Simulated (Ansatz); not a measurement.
CH$_{5}$AlBF

The calculation's input:

```
crystal:
  periodic: [false, false, false]
  atoms:
    - { symbol: F, position_ang: [-0.8564, 1.6779, -0.6542] }
    - { symbol: C, position_ang: [0.3795, 1.2723, -0.4434] }
    - { symbol: B, position_ang: [0.3843, -0.3087, -0.5232] }
    - { symbol: Al, position_ang: [-0.5909, -1.4313, 0.8379] }
    - { symbol: H, position_ang: [-0.36965, 0.23974, -1.23008] }
    - { symbol: H, position_ang: [0.7239, 1.6285, 0.5567] }
    - { symbol: H, position_ang: [1.1122, -0.8518, -1.3138] }
    - { symbol: H, position_ang: [-0.5689, -3.0193, 0.7677] }
    - { symbol: H, position_ang: [-1.5537, -0.7003, 1.9917] }
basis:
  gaussian: { orbitals: cc-pVDZ }
hamiltonian:
  xc: cam_b3lyp
relax:
  f_tol: 0.02
  max_steps: 50
output:
  orbitals: {}
```

Command:

```sh
ansatz run input.yaml --threads 2 --pin off --max-ram 3072MiB --backend cpu --events-out ev --progress --plain --runs-dir out
```

The fields are those of the run's last geometry, not of the input's.

Theory: RKS CAM-B3LYP/cc-pVDZ (Ansatz).

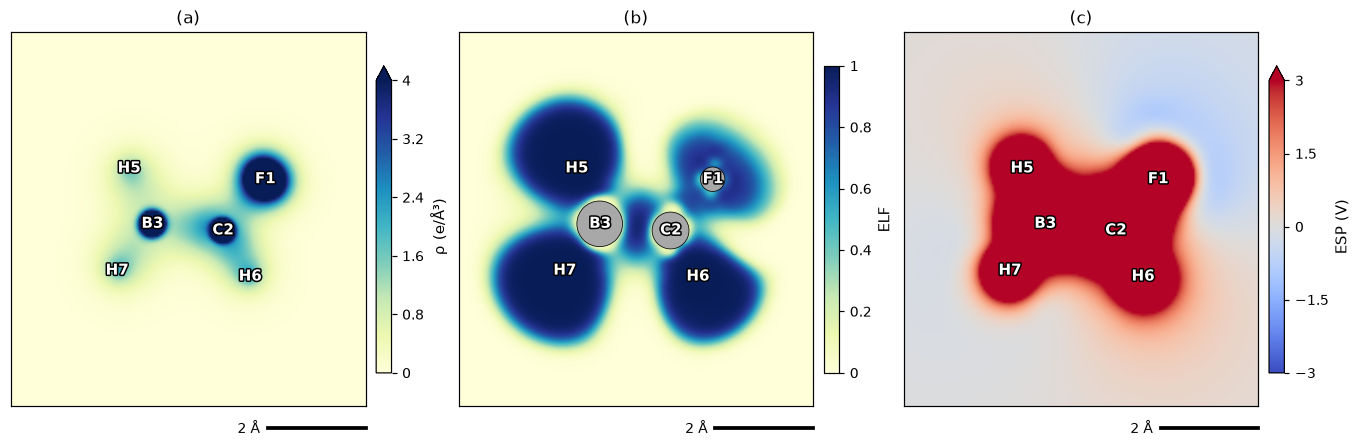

Figure 1. (a) total electron density; (b) electron localisation function; (c) molecular electrostatic potential on the plane of atoms B3, C2 and H6. Grey discs cover the atomic cores in the ELF map.

**Read the bonding off the picture.**

The section cuts through F, C, B and H sites.
C–F (1.37 Å): the density is about 2.1 e/Å³ at the midpoint, with its minimum of 1.6 e/Å³ about 0.5 Å from C; the ELF peaks at about 0.85 between the atoms; a polar covalent bond.
C–B (1.46 Å): ρ at the midpoint is about 1.6 e/Å³; the ELF peaks at about 0.95 between the atoms: a covalent bond.
C–H (1.10 Å): ρ at the midpoint is about 2 e/Å³; the ELF climbs to about 1 towards the hydrogen, as it does in any bond to H; a covalent bond by its length.
B–H (1.20 Å): the density is about 1.2 e/Å³ at the midpoint; the ELF climbs to about 1 towards the hydrogen (a covalent bond by its length).
The ELF also peaks beside F1, away from the bonds: lone-pair regions.
Outside the dense part of the molecule the potential is most negative (−0.9 V) near F1.

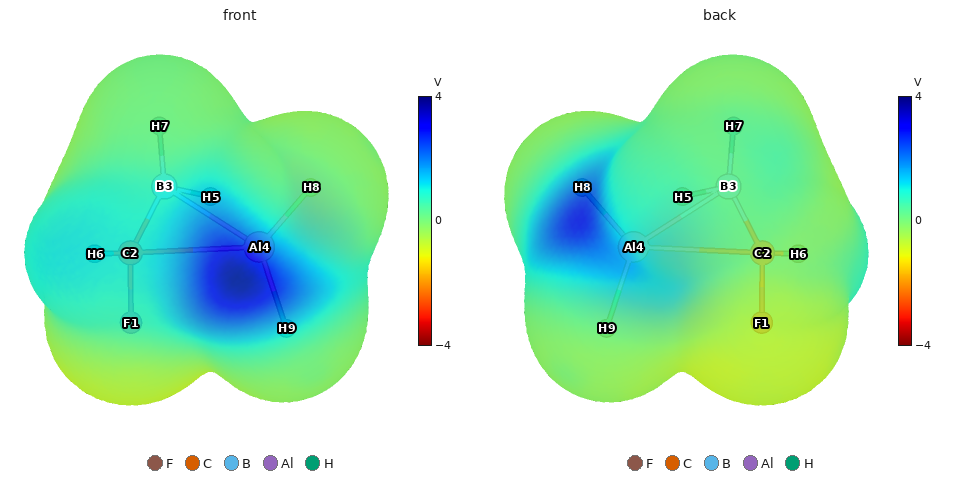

Figure 2. The electrostatic potential painted on the density surface at 0.002 e/bohr³, seen from the front and from behind; the colour scale runs from red (negative) to blue (positive).

**Describe the electrostatic potential map.**

The most negative region (about −0.8 V) lies over F1, the most positive (about +3.6 V) over Al4.

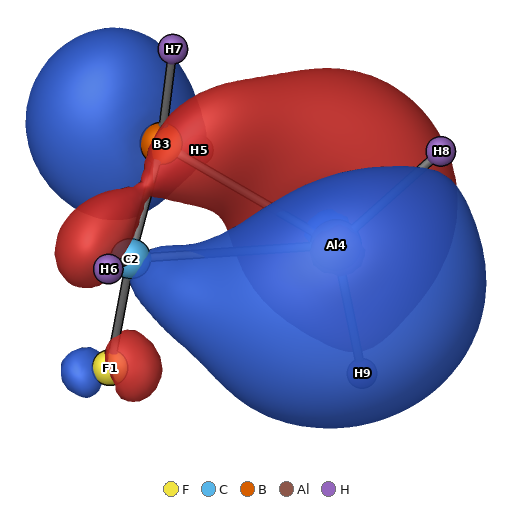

Figure 3. The LUMO at ±0.1 Å⁻³ᐟ² (red and blue are the two phases), seen at a tilt.

**What is the character of this orbital?**

It lies mainly on Al4 (about 55 %), B3 (about 20 %) and C2 (about 5 %). Its energy is −0.93 eV.
